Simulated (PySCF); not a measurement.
System: C5H11BSSi (SMILES C=C[Si]1(SBC)CC1).

Input file:

```
{"job": {"kind": "nmr", "xc": "PBE0", "basis": "pcSseg-1"}, "charge": 0, "multiplicity": 1}
C     -0.579877     2.615546     0.190688
C     -1.336904     1.603777     0.592519
Si    -1.099396    -0.168938     0.049815
S      0.537771    -0.506621    -1.332356
B      1.988223    -0.148621    -0.380648
C      3.407030    -0.296538    -1.046547
C     -1.650199    -1.617398     1.126873
C     -2.542904    -1.368659    -0.103430
H      0.244575     2.472347    -0.490335
H     -0.749430     3.628381     0.520544
H     -2.154764     1.794192     1.275096
H      1.874792     0.182113     0.738938
H      3.933684    -1.146348    -0.610277
H      3.371371    -0.455335    -2.122226
H      4.034503     0.572727    -0.852918
H     -2.112949    -1.437885     2.086115
H     -1.095543    -2.545223     1.122445
H     -2.534792    -2.141927    -0.856649
H     -3.544995    -1.026338     0.106291
```

Command:

```sh
OMP_NUM_THREADS=1 python probes_run.py task.json out
```

Geometry: GFN2-xTB.

Theory: PBE0/pcSseg-1, SCF density, gas phase, non-relativistic in PySCF.

> Predict the electron density and electron localisation function between the atoms.

C–B (1.57 Å): ρ is about 1.4 e/Å³ halfway; the ELF peaks at about 1 between the atoms; localised, covalent bonding.
B–S (1.77 Å): ρ is about 1.3 e/Å³ halfway; the ELF peaks at about 0.95 between the atoms; a covalent bond.
Si–S (2.17 Å): the density is about 0.8 e/Å³ at the midpoint; the ELF peaks at about 0.95 between the atoms: a shared electron pair.
C–H (1.09 Å): ρ is about 2 e/Å³ halfway; the ELF climbs to about 1 towards the hydrogen, as it does in any bond to H; a covalent bond by its length.

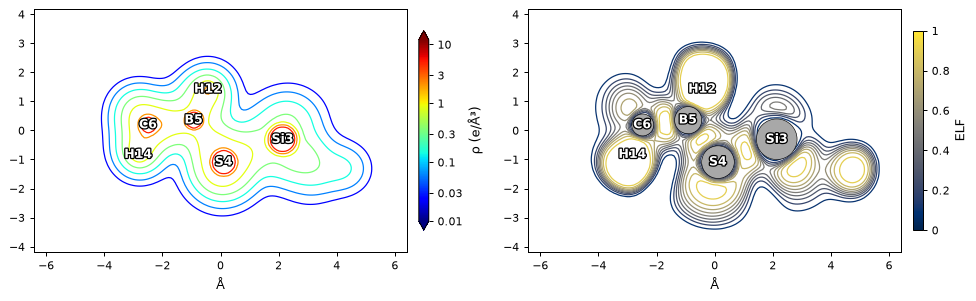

Computed electron density and electron localisation function on the plane of atoms S4, B5 and H12, in this order. Grey discs cover the atomic cores in the ELF map. 
